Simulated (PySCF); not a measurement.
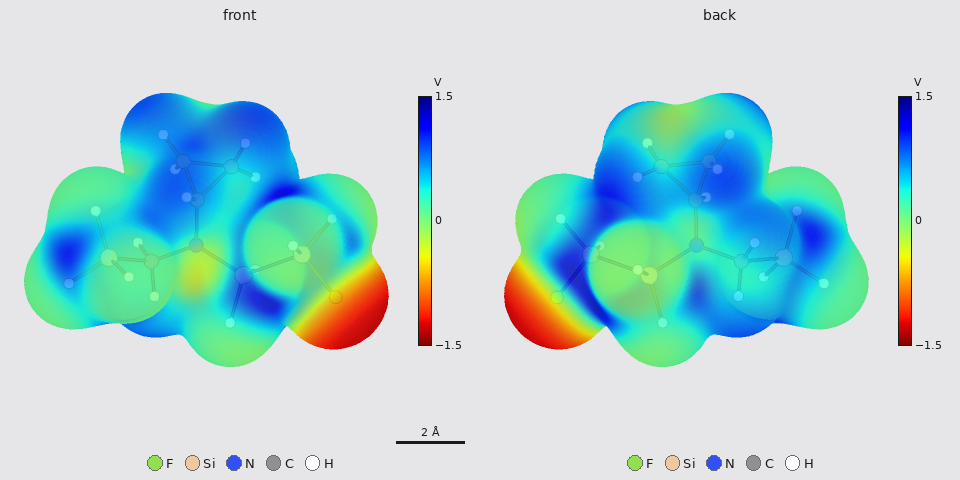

*C$_{4}$H$_{14}$FNSi$_{3}$. The electrostatic potential painted on the density surface at 0.002 e/bohr³, seen from the front and from behind; the colour scale runs from red (negative) to blue (positive).*

Geometry: GFN2-xTB.

Level of theory: PBE0/pcSseg-1, SCF density, gas phase, non-relativistic in PySCF.

```tsv
atom	x (Å)	y (Å)	z (Å)
F	4.3862	0.4079	0.6605
Si	2.8781	0.9769	0.5246
Si	1.6927	-0.6231	-0.6114
N	0.0405	-0.5018	-0.1513
C	-0.8655	-1.6247	-0.2998
Si	-1.9833	-1.9416	1.2162
C	-0.6149	0.7231	0.1501
C	-1.5549	1.3512	-0.8427
C	-0.2438	2.0051	-0.5291
H	2.5295	1.2787	1.9120
H	3.1025	2.2512	-0.1585
H	1.8871	-0.5400	-2.0832
H	2.0693	-2.0041	-0.2668
H	-0.2593	-2.5108	-0.4885
H	-1.4925	-1.4863	-1.1917
H	-1.1718	-1.9406	2.4342
H	-2.6207	-3.2446	1.0193
H	-3.0263	-0.9176	1.3178
H	-0.9145	0.8015	1.1958
H	-1.6527	0.8801	-1.8087
H	-2.4670	1.7988	-0.4790
H	-0.2391	2.9110	0.0574
H	0.5157	1.9765	-1.2943
```

> Describe the electrostatic potential map.

The most negative region (about −1.3 V) lies over F1, the most positive (about +1.2 V) over Si2 and Si3.

> How polar is the molecule by this calculation?

Its dipole moment is 2.83 D.
